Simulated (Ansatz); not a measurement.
**Al2GaH+ (doublet): the correlation ladder, cc-pVTZ**

How much of the correlation energy of Al2GaH+ (doublet) does each wave-function method recover here?

Method: cc-pVTZ, core rule «outside noble gas», up to 24 orbitals frozen; program: Ansatz 0.2.0, Gaussian basis.

To be run: UHF; CCSD(T) on ROHF; CCSD(T) on UHF; BCCD(T) on ROHF; CCSDT(Q) on ROHF; CCSDT(Q) on UHF; CASSCF and NEVPT2, 9 electrons in 13 orbitals.

4 further runs of the same task are left out: 4 set aside as unsound or not needed. Runs told in other sessions of the task aren't counted.

## 1. The geometry

The geometry is a PBE0/def2-TZVP stationary point (not a proven minimum) of the parent state, kept for this charge and spin. No spin-orbit coupling is included. The filled d shell of Ga may be among the frozen orbitals whatever the setting's name suggests.

4 atoms, charge 1, spin multiplicity 2.

Atoms are counted from 1 here; the program's logs count them from 0.

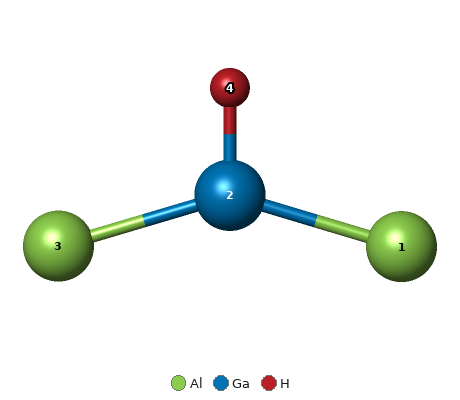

The structure; aluminium green, gallium blue, hydrogen red; atoms are numbered from 1 in the order of the file.

In the tables R marks a restricted open-shell determinant and U an unrestricted one; 'valence' is the active space of 9 electrons in 13 orbitals; energies count from the table's Hartree-Fock row.

## 2. UHF

File in.yaml:

```yaml
crystal:
  periodic: [false, false, false]
  atoms:
    - {symbol: Al, position_ang: [0.000000, -0.451085, -2.584700]}
    - {symbol: Ga, position_ang: [0.000000, 0.321015, 0.000000]}
    - {symbol: Al, position_ang: [0.000000, -0.451085, 2.584700]}
    - {symbol: H, position_ang: [0.000000, 1.944415, 0.000000]}
basis:
  gaussian: {orbitals: cc-pVTZ}
total_charge: 1
magnetization: {spin_polarized: true, initial_magnetization: 1}
hamiltonian: {xc: hf}
output: {orbitals: {seedname: orbitals}}
```

Run with:

```
$ ansatz run in.yaml --threads 1 --pin off --events-out ev --progress --plain --max-ram 4096MiB --backend cpu
```

What it wrote:

```text
Functional definition: HF
  name "HF"
  cite "Fock, Z. Phys. 61, 126 (1930) doi:10.1007/BF01340294"
  parent pbe
  exchange = exact_x
  correlation = 0
1209 factors; their error is unknown
mean field evaluation 1: about -65506.6769 eV, gradient 9.4e0 eV
mean field evaluation 2: about -65507.7497 eV, gradient 4.7e0 eV
mean field evaluation 4: about -65507.8912 eV, gradient 4.6e-1 eV
mean field evaluation 8: about -65507.8982 eV, gradient 1.2e-1 eV
mean field evaluation 16: about -65508.9019 eV, gradient 1.3e-2 eV
mean field evaluation 32: about -65509.0444 eV, gradient 9.6e-1 eV
mean field evaluation 64: about -65510.2077 eV, gradient 8.2e-2 eV
mean field evaluation 96: about -65508.1346 eV, gradient 4.7e0 eV
mean field evaluation 128: about -65508.9364 eV, gradient 4.5e-1 eV
mean field evaluation 160: about -65508.9018 eV, gradient 3.1e-2 eV
mean field -65510.21059386 eV, -2407.4558349087 hartree, gradient 1.0e-5 eV, S^2 0.958043; 3 other end points of the search recorded, 0 dependent functions left out
reference -65510.21059386 eV, -2407.4558349087 hartree; 29, 28 occupied and 96, 97 virtual orbitals, 1209 factors
Total energy: -65510.21059386 eV, -2407.4558349087 hartree
```

Wall time 21 s (1 thread of AMD EPYC 7R13, shared host); peak memory 0.52 GiB.

From the report: ⟨S²⟩ of the determinant 0.958 (pure doublet: 0.75).

## 3. CCSD(T) on ROHF

in.yaml, as its differences from that of step 2:

```diff
@@ -10,4 +10,3 @@
 total_charge: 1
-magnetization: {spin_polarized: true, initial_magnetization: 1}
-hamiltonian: {xc: hf}
-output: {orbitals: {seedname: orbitals}}
+magnetization: {spin_polarized: false, initial_magnetization: 1}
+correlation: {method: ccsd_t, electrons: outside_noble_gas}
```

Run with:

```
$ ansatz run in.yaml --threads 2 --pin off --events-out ev --progress --plain --max-ram 24576MiB --backend cuda --devices 0, --max-vram 18GiB
```

What it wrote, shortened:

```text
Functional definition: HF
  name "HF"
  cite "Fock, Z. Phys. 61, 126 (1930) doi:10.1007/BF01340294"
  parent pbe
[...]
812 factors; integrals over basis functions are off by at most 1.4e-3 eV
[...]
mean field -65509.85343370 eV, -2407.4427095151 hartree, gradient 5.2e-6 eV, S^2 0.750000; 17 other end points of the search recorded, 0 dependent functions left out
[...]
determinant -65509.85343370 eV, -2407.4427095151 hartree, with singles and doubles -65515.29972595 eV, -2407.6428570637 hartree
determinant -65509.85328070 eV, -2407.4427038923 hartree, with singles and doubles -65515.30203009 eV, -2407.6429417392 hartree
determinant -65508.84152647 eV, -2407.4055226100 hartree, with singles and doubles -65514.51659031 eV, -2407.6140773594 hartree
determinant -65507.93926181 eV, -2407.3723649957 hartree, with singles and doubles -65513.64217373 eV, -2407.5819431429 hartree
[...]
determinant -65506.58108774 eV, -2407.3224530191 hartree, with singles and doubles -65512.60452411 eV, -2407.5438102227 hartree
determinant -65509.85343370 eV, -2407.4427095151 hartree, with singles and doubles -65515.14953184 eV, -2407.6373375318 hartree
determinant -65509.85328070 eV, -2407.4427038923 hartree, with singles and doubles -65515.15028665 eV, -2407.6373652705 hartree
[...]
24 core orbitals not correlated: weight in the atoms' cores, before any rotation towards them, 0.999 or more for the frozen orbitals, at most 0.000 for the correlated occupied ones
reference -65509.85328070 eV, -2407.4427038924 hartree; 5, 4 occupied and 96, 97 virtual orbitals, 812 factors
second order -4.10504945 eV of doubles, -0.11183688 eV of singles
cycle   1  -5.29700907 eV  change   -3.1e-6 eV  update   2.2e-5
cycle   2  -5.29700732 eV  change    1.8e-6 eV  update   4.4e-6
perturbative correction -0.21161915 eV, -0.0077768603 hartree
Total energy: -65515.36190717 eV, -2407.6451421812 hartree
```

Wall time 21 s (1 × H100 (card shared with other runs) with 2 threads of AMD EPYC 7R13, shared host); peak host memory 0.83 GiB.

From the report: correlation -5.5086 eV; T1 0.036; largest double amplitude 0.07.

## 4. CCSD(T) on UHF

in.yaml, as its differences from that of step 3:

```diff
@@ -10,3 +10,3 @@
 total_charge: 1
-magnetization: {spin_polarized: false, initial_magnetization: 1}
+magnetization: {spin_polarized: true, initial_magnetization: 1}
 correlation: {method: ccsd_t, electrons: outside_noble_gas}
```

Launched as before.

What it wrote, shortened:

```text
Functional definition: HF
  name "HF"
  cite "Fock, Z. Phys. 61, 126 (1930) doi:10.1007/BF01340294"
  parent pbe
[...]
812 factors; integrals over basis functions are off by at most 1.4e-3 eV
[...]
mean field -65510.21149965 eV, -2407.4558681959 hartree, gradient 1.3e-6 eV, S^2 0.958042; 21 other end points of the search recorded, 0 dependent functions left out
determinant -65510.21149965 eV, -2407.4558681959 hartree, with singles and doubles -65515.30194967 eV, -2407.6429387837 hartree
determinant -65508.95016074 eV, -2407.4095148460 hartree, with singles and doubles -65513.72480552 eV, -2407.5849798054 hartree
determinant -65508.90287464 eV, -2407.4077771140 hartree, with singles and doubles -65514.52020640 eV, -2407.6142102483 hartree
determinant -65508.41940767 eV, -2407.3900100302 hartree, with singles and doubles -65513.59215458 eV, -2407.5801049731 hartree
[...]
determinant -65507.33244695 eV, -2407.3500649607 hartree, with singles and doubles -65512.21090656 eV, -2407.5293450447 hartree
determinant -65507.26143627 eV, -2407.3474553663 hartree, with singles and doubles -65512.13068665 eV, -2407.5263970172 hartree
determinant -65507.18321270 eV, -2407.3445807033 hartree, with singles and doubles -65512.18332239 eV, -2407.5283313450 hartree
24 core orbitals not correlated: weight in the atoms' cores, before any rotation towards them, 0.999 or more for the frozen orbitals, at most 0.000 for the correlated occupied ones
reference -65510.21149965 eV, -2407.4558681959 hartree; 5, 4 occupied and 96, 97 virtual orbitals, 812 factors
second order -3.74608920 eV of doubles, -0.00000000 eV of singles
cycle   1  -4.93986969 eV  change   -2.1e-1 eV  update   2.6e-2
[...]
cycle  12  -4.95265164 eV  change    3.7e-6 eV  update   4.9e-6
perturbative correction -0.19345771 eV, -0.0071094398 hartree
Total energy: -65515.35760901 eV, -2407.6449842266 hartree
```

It took 27 s on 1 × H100 (card shared with other runs) with 2 threads of AMD EPYC 7R13, shared host; peak host memory 0.83 GiB.

From the report: ⟨S²⟩ of the determinant 0.958 (pure doublet: 0.75); correlation -5.1461 eV; T1 0.044; largest double amplitude 0.08.

## 5. BCCD(T) on ROHF

in.yaml, as its differences from that of step 4:

```diff
@@ -10,3 +10,3 @@
 total_charge: 1
-magnetization: {spin_polarized: true, initial_magnetization: 1}
-correlation: {method: ccsd_t, electrons: outside_noble_gas}
+magnetization: {spin_polarized: false, initial_magnetization: 1}
+correlation: {method: bccd_t, electrons: outside_noble_gas}
```

The command is unchanged.

What it wrote, shortened:

```text
Functional definition: HF
  name "HF"
  cite "Fock, Z. Phys. 61, 126 (1930) doi:10.1007/BF01340294"
  parent pbe
[...]
812 factors; integrals over basis functions are off by at most 1.4e-3 eV
[...]
mean field -65509.85343370 eV, -2407.4427095151 hartree, gradient 5.2e-6 eV, S^2 0.750000; 17 other end points of the search recorded, 0 dependent functions left out
[...]
determinant -65509.85343370 eV, -2407.4427095151 hartree, with singles and doubles -65515.29972595 eV, -2407.6428570637 hartree
determinant -65509.85328070 eV, -2407.4427038923 hartree, with singles and doubles -65515.30203009 eV, -2407.6429417392 hartree
determinant -65508.84152647 eV, -2407.4055226100 hartree, with singles and doubles -65514.51659031 eV, -2407.6140773594 hartree
determinant -65507.93926181 eV, -2407.3723649957 hartree, with singles and doubles -65513.64217373 eV, -2407.5819431429 hartree
[...]
determinant -65506.58108774 eV, -2407.3224530191 hartree, with singles and doubles -65512.60452411 eV, -2407.5438102227 hartree
determinant -65509.85343370 eV, -2407.4427095151 hartree, with singles and doubles -65515.14953184 eV, -2407.6373375318 hartree
determinant -65509.85328070 eV, -2407.4427038923 hartree, with singles and doubles -65515.15028665 eV, -2407.6373652705 hartree
[...]
24 core orbitals not correlated: weight in the atoms' cores, before any rotation towards them, 0.999 or more for the frozen orbitals, at most 0.000 for the correlated occupied ones
reference -65509.85328070 eV, -2407.4427038924 hartree; 5, 4 occupied and 96, 97 virtual orbitals, 812 factors
second order -4.10504945 eV of doubles, -0.11183688 eV of singles
cycle   1  -5.30451613 eV  change   -7.5e-3 eV  update   7.6e-3
[...]
cycle  10  -5.29844168 eV  change    2.3e-6 eV  update   9.5e-6
perturbative correction -0.20703593 eV, -0.0076084300 hartree
Total energy: -65515.35875831 eV, -2407.6450264628 hartree
```

Run time: 13 s. Hardware: 1 × H100 (card shared with other runs) with 2 threads of AMD EPYC 7R13, shared host; peak host memory 0.83 GiB.

From the report: correlation -5.5055 eV; largest double amplitude 0.07.

## 6. CCSDT(Q) on ROHF

in.yaml, as its differences from that of step 5:

```diff
@@ -11,2 +11,2 @@
 magnetization: {spin_polarized: false, initial_magnetization: 1}
-correlation: {method: bccd_t, electrons: outside_noble_gas}
+correlation: {method: ccsdt_q, electrons: outside_noble_gas}
```

The command is unchanged.

What it wrote, shortened:

```text
Functional definition: HF
  name "HF"
  cite "Fock, Z. Phys. 61, 126 (1930) doi:10.1007/BF01340294"
  parent pbe
[...]
1499 factors; integrals over basis functions are off by at most 2.5e-7 eV
[...]
mean field -65509.85344325 eV, -2407.4427098659 hartree, gradient 2.6e-6 eV, S^2 0.750000; 19 other end points of the search recorded, 0 dependent functions left out
[...]
determinant -65509.85344325 eV, -2407.4427098659 hartree, with singles and doubles -65515.29975796 eV, -2407.6428582398 hartree
determinant -65509.85329025 eV, -2407.4427042434 hartree, with singles and doubles -65515.30206183 eV, -2407.6429429057 hartree
determinant -65508.84153954 eV, -2407.4055230905 hartree, with singles and doubles -65514.51662133 eV, -2407.6140784994 hartree
determinant -65507.93927121 eV, -2407.3723653408 hartree, with singles and doubles -65513.64220152 eV, -2407.5819441642 hartree
[...]
determinant -65506.58109913 eV, -2407.3224534376 hartree, with singles and doubles -65512.60456052 eV, -2407.5438115607 hartree
determinant -65509.85344325 eV, -2407.4427098659 hartree, with singles and doubles -65515.14953934 eV, -2407.6373378074 hartree
determinant -65509.85329025 eV, -2407.4427042434 hartree, with singles and doubles -65515.15029388 eV, -2407.6373655361 hartree
[...]
24 core orbitals not correlated: weight in the atoms' cores, before any rotation towards them, 0.999 or more for the frozen orbitals, at most 0.000 for the correlated occupied ones
reference -65509.85329025 eV, -2407.4427042434 hartree; 5, 4 occupied and 96, 97 virtual orbitals, 1499 factors
second order -4.10507758 eV of doubles, -0.11183692 eV of singles
cycle   1  -4.90892344 eV  change   -6.9e-1 eV  update   1.1e-1
[...]
cycle  22  -5.55173856 eV  change   -8.2e-7 eV  update   8.0e-7
perturbative correction -0.01365746 eV, -0.0005019024 hartree
Total energy: -65515.41868627 eV, -2407.6472287746 hartree
```

Wall time 51 s (1 × H100 (card shared with other runs) with 2 threads of AMD EPYC 7R13, shared host); peak host memory 1.1 GiB.

From the report: correlation -5.5654 eV; T1 0.037; largest double amplitude 0.09.

## 7. CCSDT(Q) on UHF

in.yaml, as its differences from that of step 6:

```diff
@@ -10,3 +10,3 @@
 total_charge: 1
-magnetization: {spin_polarized: false, initial_magnetization: 1}
+magnetization: {spin_polarized: true, initial_magnetization: 1}
 correlation: {method: ccsdt_q, electrons: outside_noble_gas}
```

The command is unchanged.

What it wrote, shortened:

```text
Functional definition: HF
  name "HF"
  cite "Fock, Z. Phys. 61, 126 (1930) doi:10.1007/BF01340294"
  parent pbe
[...]
1499 factors; integrals over basis functions are off by at most 2.5e-7 eV
[...]
mean field -65510.21150952 eV, -2407.4558685588 hartree, gradient 1.9e-6 eV, S^2 0.958043; 25 other end points of the search recorded, 0 dependent functions left out
determinant -65510.21150952 eV, -2407.4558685588 hartree, with singles and doubles -65515.30300315 eV, -2407.6429774985 hartree
determinant -65508.95017350 eV, -2407.4095153150 hartree, with singles and doubles -65513.72536141 eV, -2407.5850002338 hartree
determinant -65508.90288794 eV, -2407.4077776024 hartree, with singles and doubles -65514.51906315 eV, -2407.6141682348 hartree
determinant -65508.41941862 eV, -2407.3900104329 hartree, with singles and doubles -65513.59403983 eV, -2407.5801742546 hartree
[...]
determinant -65507.18322355 eV, -2407.3445811020 hartree, with singles and doubles -65512.18457940 eV, -2407.5283775395 hartree
determinant -65506.84581424 eV, -2407.3321815383 hartree, with singles and doubles -65512.61281098 eV, -2407.5441147595 hartree
determinant -65506.77775552 eV, -2407.3296804268 hartree, with singles and doubles -65512.01807847 eV, -2407.5222587429 hartree
24 core orbitals not correlated: weight in the atoms' cores, before any rotation towards them, 0.999 or more for the frozen orbitals, at most 0.000 for the correlated occupied ones
reference -65510.21150952 eV, -2407.4558685588 hartree; 5, 4 occupied and 96, 97 virtual orbitals, 1499 factors
second order -3.74611543 eV of doubles, -0.00000000 eV of singles
cycle   1  -4.45710947 eV  change   -7.1e-1 eV  update   1.1e-1
[...]
cycle  23  -5.19579448 eV  change    5.0e-7 eV  update   9.9e-7
perturbative correction -0.01333963 eV, -0.0004902223 hartree
Total energy: -65515.42064364 eV, -2407.6473007065 hartree
```

Wall time 34 s (1 × H100 (card shared with other runs) with 2 threads of AMD EPYC 7R13, shared host); peak host memory 1 GiB.

From the report: ⟨S²⟩ of the determinant 0.958 (pure doublet: 0.75); correlation -5.2091 eV; T1 0.048; largest double amplitude 0.10.

## 8. CASSCF and NEVPT2, 9 electrons in 13 orbitals

in.yaml, as its differences from that of step 7:

```diff
@@ -10,3 +10,3 @@
 total_charge: 1
-magnetization: {spin_polarized: true, initial_magnetization: 1}
-correlation: {method: ccsdt_q, electrons: outside_noble_gas}
+magnetization: {spin_polarized: false, initial_magnetization: 1}
+correlation: {method: sc_nevpt2, electrons: outside_noble_gas, active_space: {window: {electrons: 9, orbitals: 13}, shells: [{species: Al, l: s, shell: 3}, {species: Al, l: p, shell: 3}, {species: Ga, l: s, shell: 4}, {species: Ga, l: p, shell: 4}, {species: H, l: s, shell: 1}]}}
```

Same command.

What it wrote, shortened:

```text
Functional definition: HF
  name "HF"
  cite "Fock, Z. Phys. 61, 126 (1930) doi:10.1007/BF01340294"
  parent pbe
[...]
1499 factors; integrals over basis functions are off by at most 2.5e-7 eV
[...]
mean field -65509.85344325 eV, -2407.4427098659 hartree, gradient 2.6e-6 eV, S^2 0.750000; 15 other end points of the search recorded, 0 dependent functions left out
reference -65509.85344325 eV, -2407.4427098659 hartree; 29, 28 occupied and 96, 97 virtual orbitals, 1499 factors
state -65512.80666816 eV, -2407.5512388797 hartree
state -65512.80666816 eV, -2407.5512388797 hartree; corrected -65514.68494086 eV, -2407.6202641284 hartree
Total energy: -65514.68494086 eV, -2407.6202641284 hartree
Checks for a lower state left out: starts, orbital_swaps
```

It took 20 s on 1 × H100 (card shared with other runs) with 2 threads of AMD EPYC 7R13, shared host; peak host memory 0.91 GiB.

From the report: 460,890 determinants; active occupations 1.97, 1.95, 1.91, 1.86, 0.99, 0.07, 0.06, 0.05, 0.05, 0.04, 0.03, 0.03, 0.02.

## 9. Natural occupations

Natural occupations of the CASSCF valence state about the gap (report; correlated orbitals 1 to 10): 1.972, 1.945, 1.911, 1.856, 0.987, 0.065, 0.055, 0.049, 0.048, 0.037. The count of effectively unpaired electrons, Σ n²(2 − n)², is 1.17; a single determinant of this spin has 1.

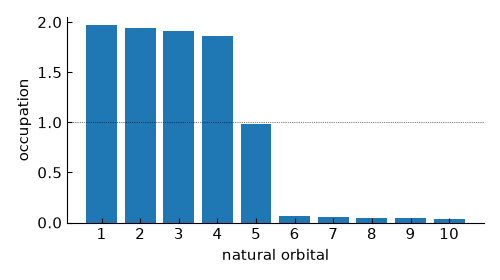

Natural occupations of the CASSCF valence state.

## 10. Misses and costs

The yardstick is UCCSDT(Q), where the cluster series has nearly closed. Rows without a time are mean-field rows or come out of runs for another level: lower rungs of the coupled-cluster runs, CASSCF and MRCISD of the multireference runs, or the Hartree-Fock search.

Differences are taken before rounding.

```
        method  energy from the lowest ROHF (kcal/mol)  from UCCSDT(Q) (kcal/mol)  time
           ROHF                                   0.00                    +128.38      
           UHF                                  -8.26                    +120.13      
          RMP2                                 -97.24                     +31.14      
          UMP2                                 -94.64                     +33.74      
         RCCSD                                -122.15                      +6.23      
         UCCSD                                -122.47                      +5.91      
      RCCSD(T)                                -127.03                      +1.35  21 s
      UCCSD(T)                                -126.93                      +1.45  27 s
       BCCD(T)                                -126.96                      +1.43  13 s
        RCCSDT                                -128.02                      +0.36      
        UCCSDT                                -128.08                      +0.31      
     RCCSDT(Q)                                -128.34                      +0.05  51 s
     UCCSDT(Q)                                -128.38                          0  34 s
CASSCF valence                                 -68.10                     +60.28      
NEVPT2 valence                                -111.42                     +16.97  20 s
```

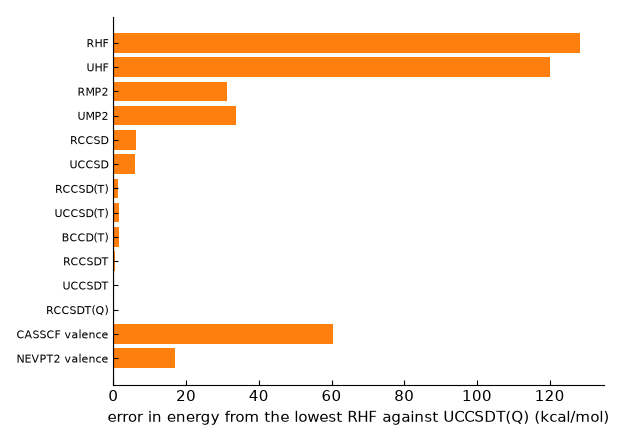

How far each level lands from UCCSDT(Q).

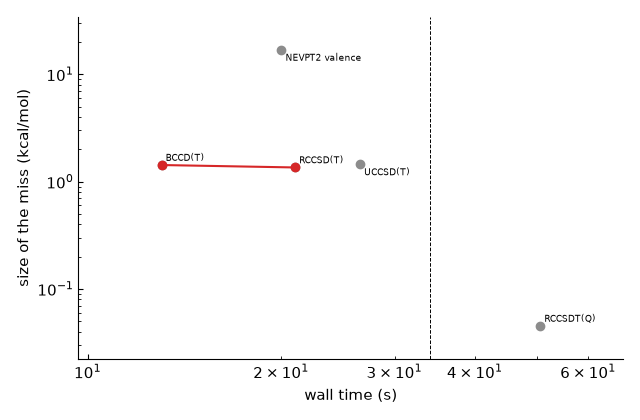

Accuracy for the time spent; red marks the levels that beat every quicker one drawn (of those quicker than the yardstick), and the dashed line is the time of UCCSDT(Q). Times are from a shared host.

## 11. Outcome

| quantity | value |
| --- | --- |
| UCCSDT(Q) from the ROHF energy | -5.5672 eV |
| RMP2 from UCCSDT(Q) | +31.14 kcal/mol |
| UMP2 from UCCSDT(Q) | +33.74 kcal/mol |
| RCCSD from UCCSDT(Q) | +6.23 kcal/mol |
| RCCSD(T) from UCCSDT(Q) | +1.35 kcal/mol |
| UCCSD(T) from UCCSDT(Q) | +1.45 kcal/mol |
| RCCSDT(Q) from UCCSDT(Q) | +0.05 kcal/mol |
| NEVPT2 valence from UCCSDT(Q) | +16.97 kcal/mol |
| levels within 1 kcal/mol (43 meV) | RCCSDT, UCCSDT, RCCSDT(Q) |
| T1 diagnostic | 0.036 |
| effectively unpaired electrons | 1.17 |

What this shows: RCCSD(T) misses by +1.35 kcal/mol, 1.1 % of the correlation energy. One determinant dominates. These misses are within one basis, not against nature; the frozen cores of restricted and unrestricted runs differ, which can shift their rows.

For cost: RCCSD(T) gets within 1.35 kcal/mol in 21 s, where UCCSDT(Q) took 34 s; the quickest level in the cost chart, BCCD(T), takes 13 s and misses by 1.43 kcal/mol.
